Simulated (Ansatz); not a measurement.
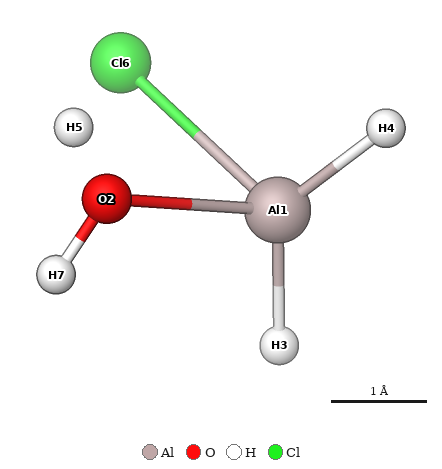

The structure as given in the input (ball-and-stick view, seen at a tilt; atoms are numbered from 1 in the order of the input). Sticks mark near contacts. Bond lengths as drawn: Al–Cl 2.60 Å, Al–H 1.57 Å, Al–O 2.18 Å and H–O 0.97 Å.

Run report: AlH4ClO, saddle-point search

System: AlH4ClO.
Method: RKS PBE0-D4/def2-SVP (Ansatz 0.2.0).

The run did not end well.

## Input file
```yaml
crystal:
  periodic: [false, false, false]
  atoms:
    - {symbol: Al, position_ang: [-0.796117, -0.585501, -0.169112]}
    - {symbol: O, position_ang: [0.629085, 1.001635, -0.609798]}
    - {symbol: H, position_ang: [-0.198648, -1.923956, -0.743440]}
    - {symbol: H, position_ang: [-2.254295, -0.004448, -0.179779]}
    - {symbol: H, position_ang: [0.829750, 0.878419, 0.638281]}
    - {symbol: Cl, position_ang: [0.365755, -0.000924, 2.083364]}
    - {symbol: H, position_ang: [1.424470, 0.634774, -1.019515]}
basis:
  gaussian: {orbitals: def2-SVP}
hamiltonian: {xc: pbe0, dispersion: d4}
saddle:
  f_tol: 0.04
  max_steps: 70
  order_check: false
  mode_guess:
    - [-0.2076, -0.5039, 1.0683]
    - [0.8123, 0.6316, 0.7803]
    - [0.0000, 0.0000, 0.0000]
    - [0.0000, 0.0000, 0.0000]
    - [0.1065, 0.5983, -1.8065]
    - [-0.7112, -0.7261, -0.0422]
    - [0.0000, 0.0000, 0.0000]
```

Run on 2 CPU threads, shared host.

## Output
```
Functional definition: PBE0
  name "PBE0"
  cite "Adamo & Barone, J. Chem. Phys. 110, 6158 (1999) doi:10.1063/1.478522"
  cite "Perdew, Burke & Ernzerhof, Phys. Rev. Lett. 77, 3865 (1996) doi:10.1103/PhysRevLett.77.3865"
  parent pbe
  parameter a = 0.25
  parameter kappa = 0.804
  parameter beta = 0.06672455060314922
  exchange = (1 - a)*pbe_x(kappa = kappa, mu = beta*pi^2/3) + a*exact_x
  correlation = pbe_c(beta = beta)
704 factors; integrals over basis functions are off by at most 3.5e-4 eV
mean field evaluation 1: about -21212.4500 eV, gradient 4.2e1 eV
mean field evaluation 2: about -21205.7562 eV, gradient 7.2e1 eV
mean field evaluation 4: about -21215.6805 eV, gradient 2.3e0 eV
mean field evaluation 8: about -21215.6940 eV, gradient 4.9e-2 eV
mean field -21215.69405445 eV, -779.6623759872 hartree, gradient 8.3e-6 eV, S^2 0.000000; 0 other end points of the search recorded, 0 dependent functions left out
the calculation of the forces begins
reference -21215.69408093 eV, -779.6623769602 hartree; 21, 21 occupied and 49, 49 virtual orbitals, 704 factors
these checks for a lower state are left out or cut short: stability, starts, cluster_reference, orbital_swaps, neighbouring_geometries, increment
704 factors; integrals over basis functions are off by at most 3.5e-4 eV
mean field evaluation 16: about -21215.7143 eV, gradient 5.0e-1 eV
mean field -21215.71439989 eV, -779.6631236682 hartree, gradient 1.2e-6 eV, S^2 0.000000; 0 other end points of the search recorded, 0 dependent functions left out
[... from here on the field's lines of each further geometry are left out, up to the last ...]
saddle step   1: F+E_penalty+E_count = -21215.78757873 eV  max|allowed force component| = 3.162e0 eV/Å  curvature = -8.0442 eV/Å²  mode residual = 3.92e0 eV/Å²  Δτ_max = 0.0000 Å  (1 rotations, 3 force calls, 59 SCF iters)  cluster: 3 rotations left out, max|force component along them| = 1.556e-7 eV/Å
saddle step   2: F+E_penalty+E_count = -21216.17805106 eV  max|allowed force component| = 1.527e0 eV/Å  curvature = -1.8590 eV/Å²  mode residual = 6.04e0 eV/Å²  Δτ_max = 0.1536 Å  (1 rotations, 3 force calls, 59 SCF iters)  cluster: 3 rotations left out, max|force component along them| = 1.339e-7 eV/Å
saddle step   3: F+E_penalty+E_count = -21216.13781193 eV  max|allowed force component| = 8.629e-1 eV/Å  curvature = -1.1405 eV/Å²  mode residual = 6.10e0 eV/Å²  Δτ_max = 0.1224 Å  (1 rotations, 3 force calls, 64 SCF iters)  cluster: 3 rotations left out, max|force component along them| = 1.330e-7 eV/Å
saddle step   4: F+E_penalty+E_count = -21215.97158136 eV  max|allowed force component| = 1.257e0 eV/Å  curvature = -2.0361 eV/Å²  mode residual = 6.02e0 eV/Å²  Δτ_max = 0.1259 Å  (1 rotations, 3 force calls, 57 SCF iters)  cluster: 3 rotations left out, max|force component along them| = 1.355e-7 eV/Å
saddle step   5: F+E_penalty+E_count = -21216.00819317 eV  max|allowed force component| = 3.224e-1 eV/Å  curvature = -0.3190 eV/Å²  mode residual = 6.50e0 eV/Å²  Δτ_max = 0.1442 Å  (1 rotations, 3 force calls, 54 SCF iters)  cluster: 3 rotations left out, max|force component along them| = 1.706e-7 eV/Å
saddle step   6: F+E_penalty+E_count = -21215.97447838 eV  max|allowed force component| = 8.770e-1 eV/Å  curvature = +0.6551 eV/Å²  mode residual = 4.14e0 eV/Å²  Δτ_max = 0.1247 Å  (1 rotations, 4 force calls, 70 SCF iters)  cluster: 3 rotations left out, max|force component along them| = 8.690e-8 eV/Å
saddle step   7: F+E_penalty+E_count = -21215.96242337 eV  max|allowed force component| = 3.421e-1 eV/Å  curvature = +0.4393 eV/Å²  mode residual = 2.31e0 eV/Å²  Δτ_max = 0.0530 Å  (1 rotations, 4 force calls, 65 SCF iters)  cluster: 3 rotations left out, max|force component along them| = 1.112e-7 eV/Å
saddle step   8: F+E_penalty+E_count = -21215.93653537 eV  max|allowed force component| = 2.743e-1 eV/Å  curvature = +0.3449 eV/Å²  mode residual = 1.51e0 eV/Å²  Δτ_max = 0.0524 Å  (1 rotations, 4 force calls, 60 SCF iters)  cluster: 3 rotations left out, max|force component along them| = 1.625e-7 eV/Å
saddle step   9: F+E_penalty+E_count = -21215.91214419 eV  max|allowed force component| = 2.844e-1 eV/Å  curvature = +0.3443 eV/Å²  mode residual = 1.24e0 eV/Å²  Δτ_max = 0.0541 Å  (1 rotations, 4 force calls, 63 SCF iters)  cluster: 3 rotations left out, max|force component along them| = 1.592e-7 eV/Å
saddle step  10: F+E_penalty+E_count = -21215.88810166 eV  max|allowed force component| = 2.871e-1 eV/Å  curvature = +0.2335 eV/Å²  mode residual = 1.66e0 eV/Å²  Δτ_max = 0.0557 Å  (1 rotations, 4 force calls, 61 SCF iters)  cluster: 3 rotations left out, max|force component along them| = 1.190e-7 eV/Å
saddle step  11: F+E_penalty+E_count = -21215.86834293 eV  max|allowed force component| = 2.385e-1 eV/Å  curvature = +0.1893 eV/Å²  mode residual = 1.14e0 eV/Å²  Δτ_max = 0.0567 Å  (1 rotations, 4 force calls, 66 SCF iters)  cluster: 3 rotations left out, max|force component along them| = 8.413e-8 eV/Å
saddle step  12: F+E_penalty+E_count = -21215.84834721 eV  max|allowed force component| = 2.160e-1 eV/Å  curvature = +0.1430 eV/Å²  mode residual = 1.49e0 eV/Å²  Δτ_max = 0.0567 Å  (1 rotations, 4 force calls, 60 SCF iters)  cluster: 3 rotations left out, max|force component along them| = 1.128e-7 eV/Å
saddle step  13: F+E_penalty+E_count = -21215.82942379 eV  max|allowed force component| = 1.971e-1 eV/Å  curvature = +0.1339 eV/Å²  mode residual = 7.26e-1 eV/Å²  Δτ_max = 0.0570 Å  (1 rotations, 4 force calls, 64 SCF iters)  cluster: 3 rotations left out, max|force component along them| = 1.334e-7 eV/Å
saddle step  14: F+E_penalty+E_count = -21215.81089914 eV  max|allowed force component| = 1.835e-1 eV/Å  curvature = +0.0918 eV/Å²  mode residual = 1.46e0 eV/Å²  Δτ_max = 0.0571 Å  (1 rotations, 4 force calls, 60 SCF iters)  cluster: 3 rotations left out, max|force component along them| = 1.613e-7 eV/Å
saddle step  15: F+E_penalty+E_count = -21215.79381064 eV  max|allowed force component| = 1.871e-1 eV/Å  curvature = +0.0675 eV/Å²  mode residual = 6.70e-1 eV/Å²  Δτ_max = 0.0570 Å  (1 rotations, 4 force calls, 65 SCF iters)  cluster: 3 rotations left out, max|force component along them| = 1.718e-7 eV/Å
saddle step  16: F+E_penalty+E_count = -21215.77688273 eV  max|allowed force component| = 1.661e-1 eV/Å  curvature = +0.0689 eV/Å²  mode residual = 6.83e-1 eV/Å²  Δτ_max = 0.0568 Å  (1 rotations, 4 force calls, 65 SCF iters)  cluster: 3 rotations left out, max|force component along them| = 1.898e-7 eV/Å
saddle step  17: F+E_penalty+E_count = -21215.76031684 eV  max|allowed force component| = 1.946e-1 eV/Å  curvature = +0.0456 eV/Å²  mode residual = 9.78e-1 eV/Å²  Δτ_max = 0.0566 Å  (1 rotations, 4 force calls, 61 SCF iters)  cluster: 3 rotations left out, max|force component along them| = 1.963e-7 eV/Å
saddle step  18: F+E_penalty+E_count = -21215.74436537 eV  max|allowed force component| = 1.785e-1 eV/Å  curvature = +0.0326 eV/Å²  mode residual = 5.64e-1 eV/Å²  Δτ_max = 0.0563 Å  (1 rotations, 4 force calls, 65 SCF iters)  cluster: 3 rotations left out, max|force component along them| = 1.987e-7 eV/Å
saddle step  19: F+E_penalty+E_count = -21215.72880324 eV  max|allowed force component| = 2.013e-1 eV/Å  curvature = +0.0048 eV/Å²  mode residual = 1.05e0 eV/Å²  Δτ_max = 0.0560 Å  (1 rotations, 4 force calls, 61 SCF iters)  cluster: 3 rotations left out, max|force component along them| = 1.992e-7 eV/Å
saddle step  20: F+E_penalty+E_count = -21215.71391428 eV  max|allowed force component| = 1.807e-1 eV/Å  curvature = -0.0122 eV/Å²  mode residual = 4.05e-1 eV/Å²  Δτ_max = 0.0553 Å  (1 rotations, 4 force calls, 65 SCF iters)  cluster: 3 rotations left out, max|force component along them| = 2.103e-7 eV/Å
saddle step  21: F+E_penalty+E_count = -21215.69930595 eV  max|allowed force component| = 2.028e-1 eV/Å  curvature = -0.0374 eV/Å²  mode residual = 7.28e-1 eV/Å²  Δτ_max = 0.0549 Å  (1 rotations, 4 force calls, 61 SCF iters)  cluster: 3 rotations left out, max|force component along them| = 2.188e-7 eV/Å
saddle step  22: F+E_penalty+E_count = -21215.68514010 eV  max|allowed force component| = 1.897e-1 eV/Å  curvature = -0.0537 eV/Å²  mode residual = 3.86e-1 eV/Å²  Δτ_max = 0.0541 Å  (1 rotations, 3 force calls, 52 SCF iters)  cluster: 3 rotations left out, max|force component along them| = 2.224e-7 eV/Å
saddle step  23: F+E_penalty+E_count = -21215.65172359 eV  max|allowed force component| = 1.732e-1 eV/Å  curvature = -0.0598 eV/Å²  mode residual = 3.61e-1 eV/Å²  Δτ_max = 0.1107 Å  (1 rotations, 3 force calls, 51 SCF iters)  cluster: 3 rotations left out, max|force component along them| = 2.865e-7 eV/Å
saddle step  24: F+E_penalty+E_count = -21215.59837734 eV  max|allowed force component| = 2.391e-1 eV/Å  curvature = -0.0740 eV/Å²  mode residual = 3.96e-1 eV/Å²  Δτ_max = 0.2000 Å  (1 rotations, 3 force calls, 52 SCF iters)  cluster: 3 rotations left out, max|force component along them| = 1.958e-7 eV/Å
saddle step  25: F+E_penalty+E_count = -21215.57659070 eV  max|allowed force component| = 1.175e-1 eV/Å  curvature = -0.0808 eV/Å²  mode residual = 3.22e-1 eV/Å²  Δτ_max = 0.1025 Å  (1 rotations, 3 force calls, 53 SCF iters)  cluster: 3 rotations left out, max|force component along them| = 1.749e-7 eV/Å
saddle step  26: F+E_penalty+E_count = -21215.53676385 eV  max|allowed force component| = 4.803e-1 eV/Å  curvature = -0.0772 eV/Å²  mode residual = 6.45e-1 eV/Å²  Δτ_max = 0.2000 Å  (1 rotations, 3 force calls, 52 SCF iters)  cluster: 3 rotations left out, max|force component along them| = 1.779e-7 eV/Å
saddle step  27: F+E_penalty+E_count = -21215.52880004 eV  max|allowed force component| = 1.214e-1 eV/Å  curvature = -0.0897 eV/Å²  mode residual = 2.32e-1 eV/Å²  Δτ_max = 0.0695 Å  (1 rotations, 3 force calls, 52 SCF iters)  cluster: 3 rotations left out, max|force component along them| = 1.727e-7 eV/Å
saddle step  28: F+E_penalty+E_count = -21215.50178404 eV  max|allowed force component| = 5.955e-1 eV/Å  curvature = -0.0733 eV/Å²  mode residual = 3.12e-1 eV/Å²  Δτ_max = 0.2000 Å  (1 rotations, 3 force calls, 53 SCF iters)  cluster: 3 rotations left out, max|force component along them| = 2.021e-7 eV/Å
saddle step  29: F+E_penalty+E_count = -21215.50129879 eV  max|allowed force component| = 1.059e-1 eV/Å  curvature = -0.0517 eV/Å²  mode residual = 3.72e-1 eV/Å²  Δτ_max = 0.0428 Å  (1 rotations, 3 force calls, 52 SCF iters)  cluster: 3 rotations left out, max|force component along them| = 1.887e-7 eV/Å
saddle step  30: F+E_penalty+E_count = -21215.49566837 eV  max|allowed force component| = 2.689e-1 eV/Å  curvature = -0.0464 eV/Å²  mode residual = 3.39e-1 eV/Å²  Δτ_max = 0.0614 Å  (1 rotations, 4 force calls, 61 SCF iters)  cluster: 3 rotations left out, max|force component along them| = 2.637e-7 eV/Å
saddle step  31: F+E_penalty+E_count = -21215.49274818 eV  max|allowed force component| = 5.173e-2 eV/Å  curvature = -0.0505 eV/Å²  mode residual = 2.27e-1 eV/Å²  Δτ_max = 0.0506 Å  (1 rotations, 3 force calls, 52 SCF iters)  cluster: 3 rotations left out, max|force component along them| = 1.792e-7 eV/Å
saddle search: the rotation starts from a random direction (saddle.seed = 0)
the calculation of the forces begins
reference -21215.44042111 eV, -779.6530551339 hartree; 21, 21 occupied and 49, 49 virtual orbitals, 698 factors
these checks for a lower state are left out or cut short: stability, starts, cluster_reference, orbital_swaps, neighbouring_geometries, increment
697 factors; integrals over basis functions are off by at most 3.4e-4 eV
mean field -21215.44035814 eV, -779.6530528198 hartree, gradient 1.6e-6 eV, S^2 0.000000; 0 other end points of the search recorded, 0 dependent functions left out
the calculation of the forces begins
reference -21215.44038935 eV, -779.6530539665 hartree; 21, 21 occupied and 49, 49 virtual orbitals, 697 factors
saddle step  32: F+E_penalty+E_count = -21215.49070335 eV  max|allowed force component| = 2.955e-2 eV/Å  curvature = -0.0449 eV/Å²  mode residual = 3.78e-1 eV/Å²  Δτ_max = 0.0319 Å  (21 rotations, 29 force calls, 377 SCF iters)  cluster: 3 rotations left out, max|force component along them| = 2.412e-7 eV/Å
```

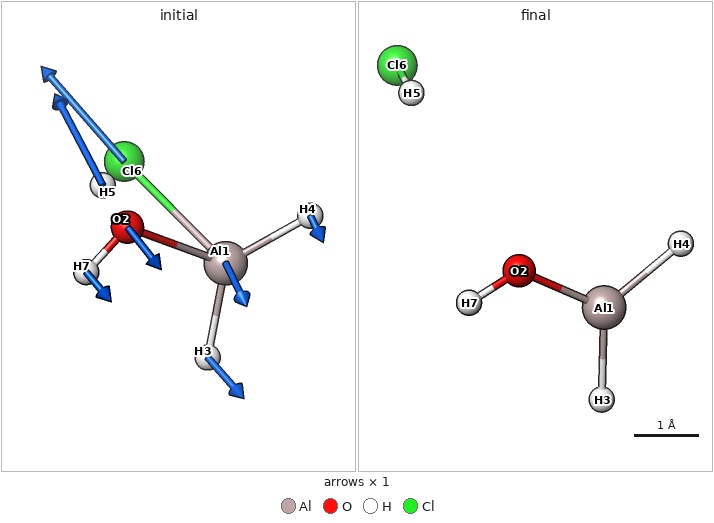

Before (left) and after (right) the saddle-point search, at one scale (ball-and-stick view, seen at a tilt). The blue arrows give the displacements, at true length. The relaxation stopped without meeting its thresholds, so the last structure isn't shown to be converged. The largest move after the best rigid fit is that of Cl6, 2.11 Å. Largest moves by element: Cl 2.11 Å, H 2.00 Å, Al 1.03 Å, O 0.89 Å. Among the contacts that change: Al1–Cl6 2.601 → 5.655 Å, Al1–O2 2.178 → 1.708 Å, H5–Cl6 1.754 → 1.286 Å, Al1–H3 1.574 → 1.588 Å. New bonds form: H5–Cl6 (1.75 → 1.29 Å). Among the angles that change: Al1–O2–H7 110.3° → 125.2°, O2–Al1–H3 107.3° → 120.1°, H3–Al1–H4 131.7° → 124.9°. (Atoms are counted from 1 in the order of the input.)

```
Error: the saddle search stopped after 32 steps at a force within `saddle.f_tol`, on a geometry that it can call neither a saddle nor a minimum. The deciding curvature is -0.045 ± 0.024 eV/Å² (`saddle.curvature_tol` = 5.0e-2) with a residual of 3.78e-1 eV/Å² (`saddle.rotation.residual_tol` = 1.0e-1); the other curvature read beside it is +0.011 ± 0.018 eV/Å². A curvature within its tolerance of zero comes of noisy forces (tighten `saddle.dr2_threshold` and, under a hybrid functional on plane waves, `saddle.exx_energy_threshold`; in a Gaussian basis set `accuracy: high`), of a flat stretch of a valley (tighten `saddle.f_tol`), or of solves that end off the electron count, as they can under `cold` smearing where the levels leave a gap (set `scf.occupations.method` to `fixed`, `gaussian`, `fermi_dirac` or, not under a hybrid functional, `methfessel_paxton`). For a residual above its tolerance raise `saddle.rotation.max_rotations` and `saddle.rotation.max_unguided_rotations`, or loosen `saddle.rotation.residual_tol` where the forces' noise keeps it out of reach. The ± is a reading's asymmetry, taken as the error of a positive curvature. Such a curvature stays undecided where it or the other curvature read, less its own ±, is not over `saddle.curvature_tol`. A negative one must be confirmed at half of `saddle.amplitude`, with the atoms moved between the exchange–correlation grid's points (not under `hamiltonian.xc: hf`) and by an estimate at the nearby stationary point. Where `saddle.amplitude` is far under its default, raise it towards the default first. Otherwise see `saddle.amplitude`. From 17 of its steps this search moved with no negative curvature along its mode to follow. A search started from a geometry of this one does not count those moves and, where it converges, warns only of its own
F+E_penalty+E_count at the last step = -21215.49070335 eV
to start another search from the last step: its geometry and its mode (saddle.mode_guess, Cartesian):
  atoms:
    - { symbol: Al, position_ang: [-0.92997665, -0.69106182, -1.20403133] }
    - { symbol: O, position_ang: [0.26696382, 0.52617063, -1.24094608] }
    - { symbol: H, position_ang: [-0.57411334, -2.17116490, -1.65606521] }
    - { symbol: H, position_ang: [-2.34795682, -0.21895909, -0.69194921] }
    - { symbol: H, position_ang: [1.17636212, 1.29388123, 2.57950300] }
    - { symbol: Cl, position_ang: [1.24785580, 0.84790165, 3.78325852] }
    - { symbol: H, position_ang: [1.16086508, 0.41323130, -1.56976869] }
  mode_guess:
    - [0.07179948, 0.05547297, 0.22815058]
    - [0.09593456, 0.03895105, 0.35036624]
    - [0.07531116, 0.08829968, 0.12495530]
    - [0.03979492, 0.03410526, 0.15906467]
    - [-0.03331934, -0.01699548, -0.49282532]
    - [-0.29326318, -0.24285218, -0.56415995]
    - [0.04374240, 0.04301868, 0.19444848]
```

## Outcome

```csv
quantity,value
outcome,not converged
wall time,85 s (CPU time 2.6 min)
peak memory,0.17 GiB
```

## Diagnosis

The run did not converge: “the saddle search stopped after 32 steps at a force within `saddle.f_tol`, on a geometry that it can call neither a saddle nor a minimum. The deciding curvature is -0.045 ± 0.024 eV/Å² (`saddle.curvature_tol` = 5.0e-2) with a residual of 3.78e-1 eV/Å² (`saddle.rotation.residual_tol` = 1.0e-1); the other curvature read beside it is +0.011 ± 0.018 eV/Å² …” Its last values are not results.
